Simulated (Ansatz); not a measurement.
Relaxed InP (zinc blende):

```xyz
4
Lattice="0.0000 5.9595 5.9595 2.9798 2.9798 5.9595 2.9798 2.9798 0.0000" Properties=species:S:1:pos:R:3 pbc="T T T"
P      4.4696    10.4292    10.4292
P      4.4696     7.4494     7.4494
In     0.0000     0.0000     0.0000
In     2.9798     5.9595     8.9393
```

The atoms are displaced by Q × the pattern below (from a DFPT mode at X = (0.5, 0.5, 0.0), largest move 1; Q in Å), at fixed cell. It is one choice among 2 degenerate patterns. (q is in reciprocal vectors of the primitive cell; the cell shown is doubled to hold the pattern.)

```json
[
 {"atom": "P1", "x": "-0.727", "y": "0.000", "z": "0.000"},
 {"atom": "P2", "x": "0.727", "y": "0.000", "z": "0.000"},
 {"atom": "In3", "x": "0.000", "y": "-1.000", "z": "0.000"},
 {"atom": "In4", "x": "0.000", "y": "1.000", "z": "0.000"}
]
```

All values below come from PBE (plane waves to 420 eV, PAW, scalar-relativistic; Ansatz, a program for electronic structure). k mesh 10×10×10 (Γ-centred), Fermi-Dirac smearing 0.05 eV. The energy includes the smearing's −TS. InP was relaxed with its symmetry unable to fall. ΔE is measured from the undisplaced structure.

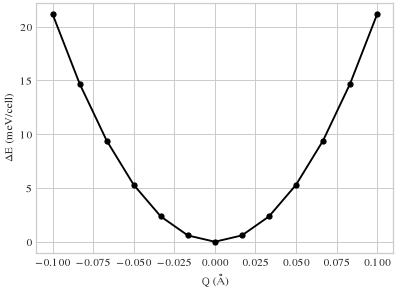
ΔE (meV/cell) against Q (Å); markers are the computed points, lines only join them.

**Question.** What is the energy change at Q = 0.100 Å?

**Answer.** About 21 meV/cell.

**Question.** What harmonic wavenumber does the curvature at Q = 0 give?

**Answer.** About 66 cm⁻¹.

(For displaced atoms, the force is minus the slope of the energy, and its curvature is a force constant, which sets phonon frequencies.)
